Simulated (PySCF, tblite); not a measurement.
# C₅H₆F₄Si: geometry, infrared bands and NMR shifts

Wanted: the infrared bands and NMR shifts of C₅H₆F₄Si (`F[C@@H](C#C[SiH3])CC(F)(F)F`), by calculation.

Computed with tblite 0.8.0 and PySCF 2.14.0, with density-fitted response routines of our own, on a single molecule in the gas phase. Atoms count from 0, in the outputs and in this text.

**1. The molecule as given**

16 atoms, charge 0, multiplicity 1; geometry from: force field or distance geometry start.

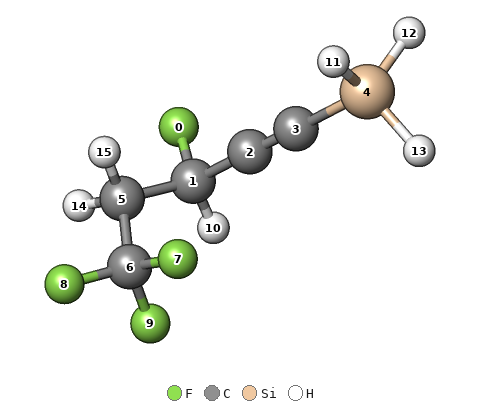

The starting geometry (fluorine green, carbon grey, silicon light orange, hydrogen white), atoms numbered.

**2. Geometry optimisation with GFN2-xTB**

The job: settings as JSON, then the geometry in Å.

```
{"job": {"kind": "relax", "xc": "GFN2-xTB", "basis": "xTB"}, "charge": 0, "multiplicity": 1}
F     -0.595300     2.480200     0.308300
C     -0.701500     1.252400    -0.276600
C      0.631500     0.613700    -0.129900
C      1.700700     0.106500    -0.032600
Si     3.378700    -0.707700     0.156000
C     -1.796800     0.497400     0.454200
C     -2.156600    -0.757300    -0.279400
F     -1.139700    -1.644200    -0.314200
F     -3.196400    -1.371300     0.334200
F     -2.536500    -0.494600    -1.541100
H     -0.949600     1.406600    -1.322000
H      3.404100    -1.592800     1.343500
H      4.432100     0.326700     0.310300
H      3.691500    -1.523300    -1.055600
H     -2.678800     1.150900     0.535800
H     -1.495100     0.265700     1.497700
```

Started as:

```bash
> OMP_NUM_THREADS=1 python probes_run.py task.json out
```

One launch serves the whole session: the jobs run in the order shown.

Log:

```text
step      E/eV     max force
  0    -935.22434    2.452
  1    -935.17486    5.478
  2    -935.31685    0.730
  3    -935.33124    0.387
  4    -935.34490    0.317
  5    -935.34799    0.149
  6    -935.35108    0.156
  7    -935.35425    0.246
  8    -935.35699    0.222
  9    -935.35890    0.116
 10    -935.36033    0.095
 11    -935.36150    0.133
 12    -935.36231    0.087
 13    -935.36271    0.051
 14    -935.36294    0.040
 15    -935.36314    0.059
 16    -935.36332    0.048
 17    -935.36342    0.021
 18    -935.36346    0.021
 19    -935.36351    0.022
 20    -935.36358    0.033
 21    -935.36368    0.039
 22    -935.36380    0.028
 23    -935.36388    0.021
 24    -935.36395    0.021
 25    -935.36400    0.019
 26    -935.36404    0.015
 27    -935.36406    0.015
 28    -935.36409    0.016
 29    -935.36411    0.014
 30    -935.36414    0.015
 31    -935.36416    0.017
 32    -935.36418    0.015
 33    -935.36420    0.013
 34    -935.36423    0.015
 35    -935.36426    0.017
 36    -935.36429    0.017
 37    -935.36431    0.015
 38    -935.36435    0.018
 39    -935.36439    0.018
 40    -935.36444    0.015
 41    -935.36447    0.013
 42    -935.36450    0.012
 43    -935.36453    0.013
 44    -935.36456    0.013
 45    -935.36458    0.011
 46    -935.36460    0.009
```

Run time: 0.55 s. Hardware: 1 thread of Arm Neoverse N1, shared host.

The steps of the relaxation: (not every step is listed) (the energy doesn't fall at every step)

| step | energy from step 0 (eV) | largest force (eV/Å) |
| --- | --- | --- |
| 0 | 0.0000 | 2.4521 |
| 1 | 0.0495 | 5.4780 |
| 2 | -0.0925 | 0.7300 |
| 3 | -0.1069 | 0.3873 |
| 4 | -0.1206 | 0.3174 |
| 5 | -0.1236 | 0.1490 |
| 6 | -0.1267 | 0.1560 |
| 7 | -0.1299 | 0.2455 |
| 8 | -0.1327 | 0.2218 |
| 11 | -0.1372 | 0.1329 |
| 14 | -0.1386 | 0.0396 |
| 17 | -0.1391 | 0.0208 |
| 20 | -0.1392 | 0.0334 |
| 23 | -0.1395 | 0.0210 |
| 26 | -0.1397 | 0.0152 |
| 29 | -0.1398 | 0.0145 |
| 32 | -0.1398 | 0.0149 |
| 35 | -0.1399 | 0.0168 |
| 38 | -0.1400 | 0.0185 |
| 41 | -0.1401 | 0.0129 |
| 42 | -0.1402 | 0.0124 |
| 43 | -0.1402 | 0.0132 |
| 44 | -0.1402 | 0.0125 |
| 45 | -0.1402 | 0.0114 |
| 46 | -0.1403 | 0.0094 |

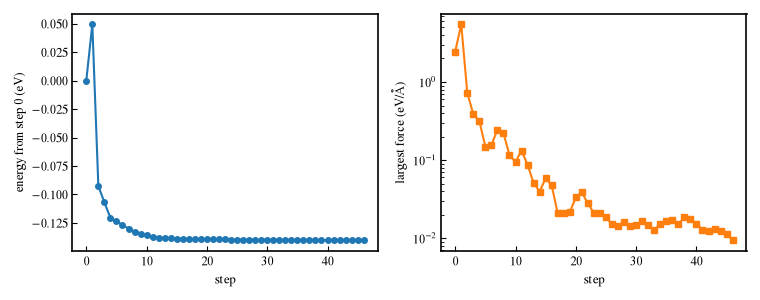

Energy and force, step by step.

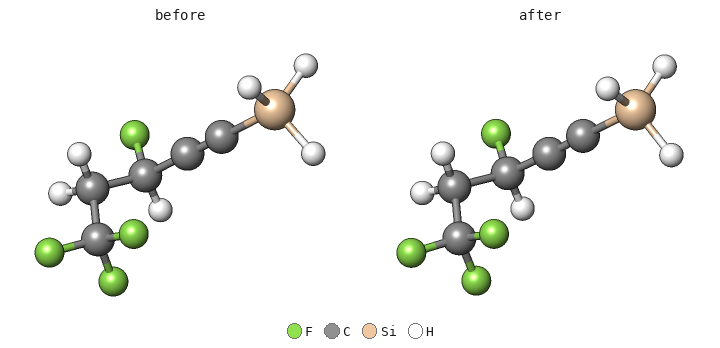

The geometry before (left) and after (right).

Close pairs (by a distance rule), those that changed most:

| bond | before (Å) | after (Å) | change (Å) |
| --- | --- | --- | --- |
| C1–C2 | 1.485 | 1.454 | -0.032 |
| Si4–H13 | 1.494 | 1.462 | -0.031 |
| C3–Si4 | 1.875 | 1.854 | -0.021 |
| Si4–H12 | 1.484 | 1.464 | -0.021 |
| F0–C1 | 1.364 | 1.385 | +0.020 |
| C1–C5 | 1.518 | 1.538 | +0.020 |
| C5–H15 | 1.111 | 1.092 | -0.018 |
| Si4–H11 | 1.481 | 1.463 | -0.018 |

The final coordinates are the input of the step that follows.

**3. Vibrational analysis with GFN2-xTB**

The job: settings as JSON, then the geometry in Å.

```
{"job": {"kind": "ir", "xc": "GFN2-xTB", "basis": "xTB"}, "charge": 0, "multiplicity": 1}
F     -0.595732     2.539168     0.299834
C     -0.656080     1.274669    -0.261074
C      0.636234     0.618202    -0.148583
C      1.714086     0.098506    -0.018434
Si     3.368108    -0.720768     0.152720
C     -1.763155     0.498565     0.471082
C     -2.139916    -0.770993    -0.263195
F     -1.154470    -1.676966    -0.296715
F     -3.192361    -1.373960     0.309894
F     -2.485136    -0.536525    -1.539290
H     -0.920132     1.425849    -1.318799
H      3.315323    -1.573939     1.340472
H      4.358592     0.345582     0.307232
H      3.596229    -1.499294    -1.064006
H     -2.654461     1.127300     0.538979
H     -1.434728     0.233549     1.478472
```

Log:

```text
mode    cm-1     km/mol
  1      -4.0      0.00
  2      22.3      0.93
  3      43.7      0.55
  4     106.3      5.87
  5     109.0      0.53
  6     146.0      4.47
  7     199.1      2.92
  8     224.6      3.69
  9     302.4      4.48
 10     329.9      1.56
 11     340.5      3.81
 12     451.7      5.58
 13     475.4      5.58
 14     481.8     21.15
 15     530.5     29.53
 16     536.3     67.62
 17     540.5     69.22
 18     594.7     41.92
 19     626.9      5.13
 20     772.1    179.77
 21     776.1    179.84
 22     779.9    488.50
 23     832.1     23.51
 24     892.9     43.39
 25     962.4     62.13
 26     994.2     72.44
 27    1064.6    231.20
 28    1068.3    123.25
 29    1115.8    126.39
 30    1165.9    138.43
 31    1186.8    136.72
 32    1252.6     21.15
 33    1279.0     32.02
 34    1310.2     81.13
 35    1430.2     13.91
 36    2266.7    388.74
 37    2271.7    329.99
 38    2281.0    168.64
 39    2325.7     29.89
 40    2881.3     14.26
 41    2992.3      1.81
 42    3000.9      2.41
```

Wall time 1 s (1 thread of Arm Neoverse N1, shared host).

The strongest bands and the atoms that carry them (share of the mass-weighted mode):

| cm⁻¹ | km/mol | atoms |
| --- | --- | --- |
| 772 | 179.8 | H13 58 %, H12 27 %, H11 10 % |
| 776 | 179.8 | H11 50 %, H12 36 % |
| 780 | 488.5 | H11 33 %, H12 31 %, H13 25 % |
| 1065 | 231.2 | C6 50 %, F8 12 % |
| 1166 | 138.4 | C6 37 %, H15 30 %, H14 13 % |
| 2267 | 388.7 | H12 57 %, H11 39 % |
| 2272 | 330.0 | H11 47 %, H12 30 %, H13 19 % |
| 2281 | 168.6 | H13 78 %, H11 11 % |

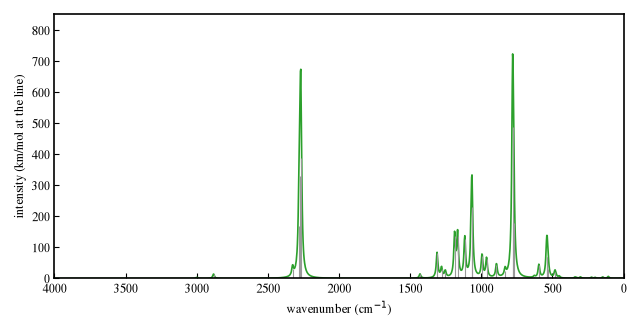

The infrared spectrum from these modes, unscaled. Lines are broadened to a width of 14 cm⁻¹ (Lorentzian).

**4. NMR shieldings: PBE0/pcSseg-1**

Same as in step 3 but for these lines:

```diff
@@ -1,2 +1,2 @@
-{"job": {"kind": "ir", "xc": "GFN2-xTB", "basis": "xTB"}, "charge": 0, "multiplicity": 1}
+{"job": {"kind": "nmr", "xc": "PBE0", "basis": "pcSseg-1"}, "charge": 0, "multiplicity": 1}
 F     -0.595732     2.539168     0.299834
```

With the program's defaults for keys left out, this is: GIAO PBE0/pcSseg-1 NMR shielding, non-relativistic, gas phase.

Log:

```text
coarse grid: 15120 points
cycle   1  E = -881.8922621051  dE =  1.381e+00  |g| = 1.023e+00  |ddm| = 3.769e+00
cycle   2  E = -881.6947754646  dE =  1.975e-01  |g| = 1.540e+00  |ddm| = 1.800e+00
cycle   3  E = -882.0666059017  dE = -3.718e-01  |g| = 1.740e-01  |ddm| = 1.119e+00
cycle   4  E = -882.0712195721  dE = -4.614e-03  |g| = 1.096e-01  |ddm| = 2.076e-01
cycle   5  E = -882.0740251653  dE = -2.806e-03  |g| = 2.703e-02  |ddm| = 8.560e-02
cycle   6  E = -882.0741848500  dE = -1.597e-04  |g| = 3.913e-03  |ddm| = 2.731e-02
cycle   7  E = -882.0741876986  dE = -2.849e-06  |g| = 1.382e-03  |ddm| = 4.528e-03
final grid: 146616 points
cycle   8  E = -882.1594121026  dE = -5.097e-05  |g| = 8.189e-03  |ddm| = 4.031e-02
cycle   9  E = -882.1594005162  dE =  1.159e-05  |g| = 1.202e-02  |ddm| = 1.759e-02
cycle  10  E = -882.1594248172  dE = -2.430e-05  |g| = 1.048e-03  |ddm| = 9.973e-03
cycle  11  E = -882.1594249606  dE = -1.434e-07  |g| = 6.544e-04  |ddm| = 1.249e-03
cycle  12  E = -882.1594250555  dE = -9.489e-08  |g| = 2.093e-04  |ddm| = 5.722e-04
cycle  13  E = -882.1594250657  dE = -1.016e-08  |g| = 3.048e-05  |ddm| = 1.887e-04
cycle  14  E = -882.1594250658  dE = -1.473e-10  |g| = 1.018e-05  |ddm| = 3.230e-05
converged SCF energy = -882.1594250658

GIAO shielding tensors (ppm)
atom      isotropic    diamagn.    paramagn.     s11        s22        s33       span
  0 F      376.878     471.068     -94.190    318.969    396.898    414.767     95.798
  1 C      106.220     240.413    -134.193     74.238     87.647    156.774     82.536
  2 C       75.673     271.552    -195.878    -28.546    -20.447    276.013    304.559
  3 C       91.719     259.471    -167.752     11.419     26.155    237.583    226.164
  4 Si     446.525     882.463    -435.937    440.642    442.641    456.294     15.652
  5 C      141.470     252.109    -110.639    120.498    141.772    162.139     41.641
  6 C       53.777     241.856    -188.079     52.607     53.441     55.284      2.677
  7 F      249.001     478.907    -229.906    163.407    255.994    327.601    164.194
  8 F      246.103     468.987    -222.883    155.908    241.485    340.917    185.008
  9 F      257.370     473.915    -216.545    166.187    263.506    342.418    176.231
 10 H       26.076      28.524      -2.448     23.578     26.334     28.317      4.740
 11 H       27.435      29.672      -2.237     23.759     26.219     32.326      8.567
 12 H       27.404      28.528      -1.125     23.811     25.803     32.597      8.786
 13 H       27.431      29.439      -2.008     23.863     26.023     32.407      8.544
 14 H       28.953      28.489       0.464     24.831     28.748     33.280      8.449
 15 H       28.950      30.674      -1.724     26.325     28.602     31.922      5.597
```

Wall time 83 s (1 thread of Arm Neoverse N1, shared host); peak memory 0.92 GiB.

Shifts follow as δ = σ(reference) − σ, with reference shieldings (ppm) from runs at the same level and on the same kind of geometry: ¹H TMS 31.72, ¹³C TMS 186.9, ²⁹Si TMS 349.2, ¹⁹F CFCl3 170.9. The references are single molecules in the gas phase, so shifts against H2O, NH3, PH3, H3PO4 or CFCl3 are not on the usual liquid scales and can be off by tens of ppm. Atoms listed in one row are averaged.

| atoms | environment | σ (ppm) | δ (ppm) | δ scaled to CDCl3 |
| --- | --- | --- | --- | --- |
| C6 | CF3 carbon | 53.8 | 133.1 | 128.0 |
| C2 | alkyne carbon | 75.7 | 111.3 | 106.7 |
| C3 | alkyne carbon | 91.7 | 95.2 | 91.0 |
| C1 | propargylic sp3 CH bonded to F | 106.2 | 80.7 | 76.9 |
| C5 | sp3 CH2 | 141.5 | 45.5 | 42.4 |
| H10 | hydrogen on a propargylic sp3 CH bonded to F | 26.08 | 5.64 | 5.42 |
| H11, H12, H13 | hydrogen on a silicon bonded to C | 27.42 | 4.29 | – |
| H15 | hydrogen on an sp3 CH2 | 28.95 | 2.77 | 2.71 |
| H14 | hydrogen on an sp3 CH2 | 28.95 | 2.76 | 2.71 |
| F7, F8, F9 | fluorine of a CF3 group | 250.8 | -79.9 | – |
| F0 | fluorine on an sp3 carbon | 376.9 | -205.9 | – |
| Si4 | silicon bonded to C, 3 H | 446.5 | -97.4 | – |

The scaled column applies a straight-line fit of computed shieldings to shifts measured in CDCl3, and one for carbons that bear F (root-mean-square error 0.16 ppm for H, 1.9 ppm for C).

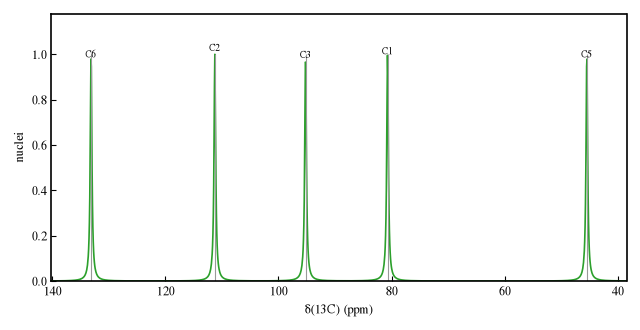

¹³C lines at the computed shifts, without couplings. Lines are broadened to a width of 0.35 ppm (Lorentzian).

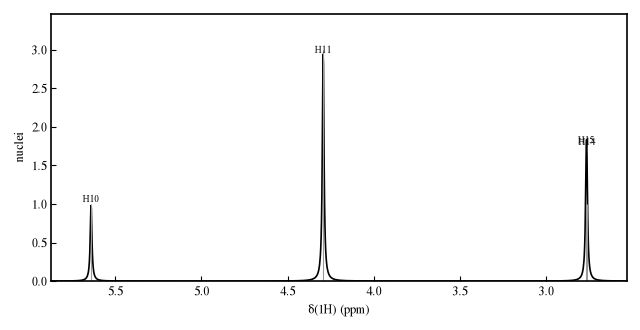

¹H lines at the computed shifts, without couplings. Lines are broadened to a width of 0.01 ppm (Lorentzian).

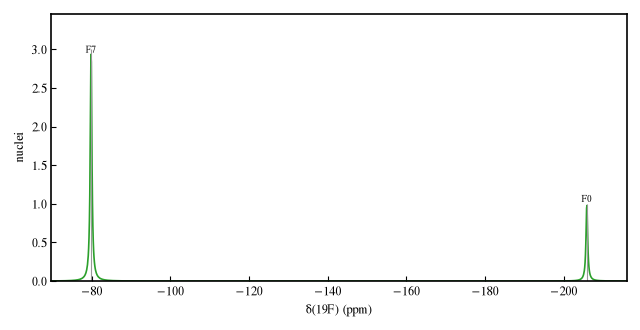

¹⁹F lines at the computed shifts, without couplings. Lines are broadened to a width of 0.50 ppm (Lorentzian).

Charges from the same density, by scheme (e):

| atoms | Mulliken | IAO | Hirshfeld | ESP fit |
| --- | --- | --- | --- | --- |
| F0 | -0.32 | -0.31 | -0.11 | -0.26 |
| C1 | 0.17 | 0.17 | 0.08 | 0.49 |
| C2 | 0.13 | -0.04 | -0.05 | -0.18 |
| C3 | -0.45 | -0.31 | -0.15 | -0.21 |
| Si4 | 0.52 | 0.64 | 0.35 | 0.45 |
| C5 | -0.28 | -0.32 | -0.09 | -0.51 |
| C6 | 0.76 | 0.81 | 0.26 | 0.57 |
| F7, F8, F9 | -0.27 | -0.28 | -0.09 | -0.19 |

Mulliken charges:

F0 -0.32; C1 0.17; C2 0.13; C3 -0.45; Si4 0.52; C5 -0.28; C6 0.76; F7 -0.26; F8 -0.27; F9 -0.27; H10 0.15; H11 -0.08; H12 -0.08; H13 -0.08; H14 0.17; H15 0.17

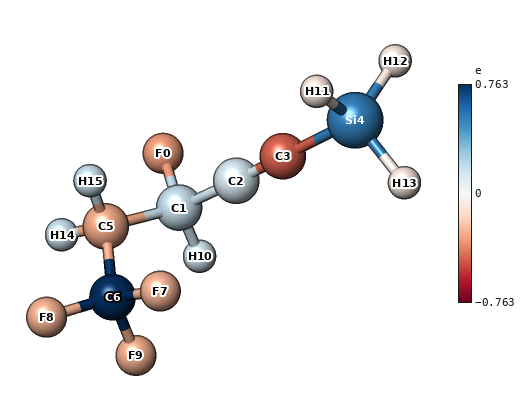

Mulliken charges, as colours on the atoms.

Mayer bond orders: F0–C1 0.89, C1–C2 0.97, C2–C3 2.48, C3–Si4 1.00, C1–C5 1.04, C5–C6 1.01, C6–F7 1.01, C6–F8 1.00, C6–F9 0.99.

Orbitals, density, ELF and potential are computed afterwards from the orbital file.

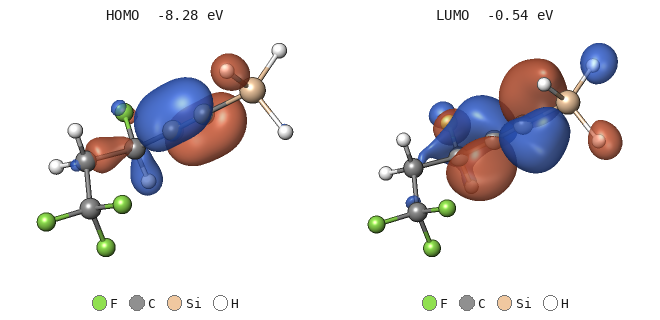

PBE0/pcSseg-1 orbitals near the gap, drawn at the value that encloses 70 % of each; the two colours are the two signs.

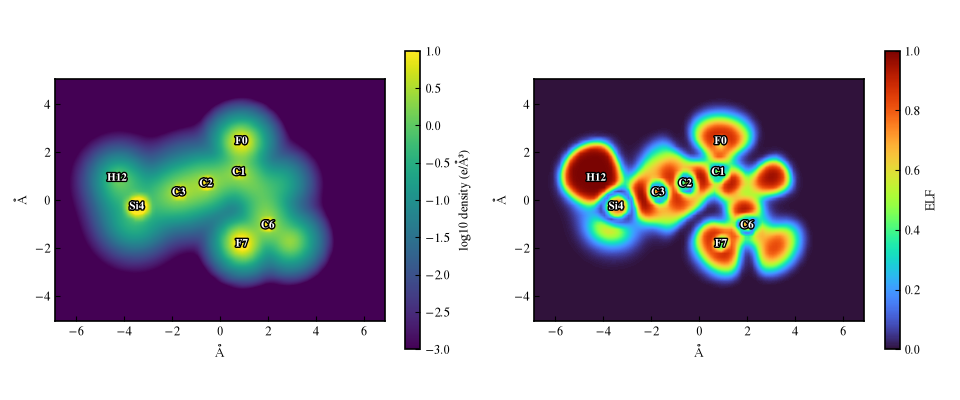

Density (left) and ELF (right) in a plane through or near 8 of the atoms.

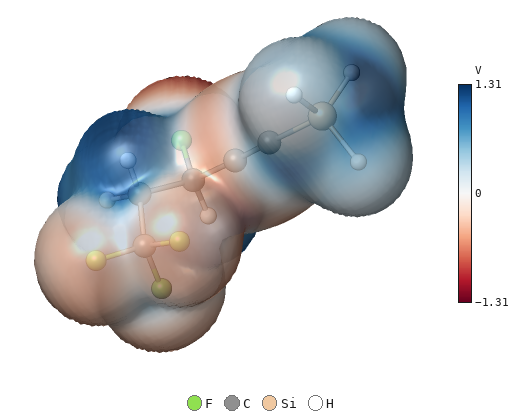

The potential that a unit positive charge feels on the 0.002 e/bohr³ surface, from -0.83 V near F0 to 1.31 V near H14.

**5. Outcome**

```
                                                                 quantity                               value
                                strongest single infrared mode (GFN2-xTB)                780 cm⁻¹, 488 km/mol
                                             zero-point energy (GFN2-xTB)                       58.6 kcal/mol
                                   ¹³C shifts against TMS (PBE0/pcSseg-1)  133.1, 111.3, 95.2, 80.7, 45.5 ppm
   ¹H shifts against TMS (PBE0/pcSseg-1, means over atoms taken as alike)          5.64, 4.29, 2.77, 2.76 ppm
¹⁹F shifts against CFCl3 (PBE0/pcSseg-1, means over atoms taken as alike)                   -79.9, -205.9 ppm
                                  ²⁹Si shifts against TMS (PBE0/pcSseg-1)                           -97.4 ppm
                                    surface potential, least and greatest                  -0.83 V and 1.31 V
```

In words: The optimisation took 46 steps and gained 0.140 eV; among the close pairs (by a distance rule), C1–C2 changed most, from 1.485 to 1.454 Å. The lowest mode is slightly imaginary (4i cm⁻¹), a soft motion within the noise of the Hessian, so the minimum is not strictly shown. GFN2-xTB is a fitted tight-binding method: band positions and strengths are rough. Its intensities can rank the bands wrongly. H10 (hydrogen on a propargylic sp3 CH bonded to F) lies farthest downfield among hydrogen, at 5.64 ppm; its carbon carries F, which withdraws density. At PBE0/pcSseg-1: The largest span, 305 ppm, is at C2, where the paramagnetic term is -196 ppm. By nearest atom (PBE0/pcSseg-1), the HOMO sits on C2, C3 about 38 % each and the LUMO on C2, C3 about 26 % each; F0 8 %.
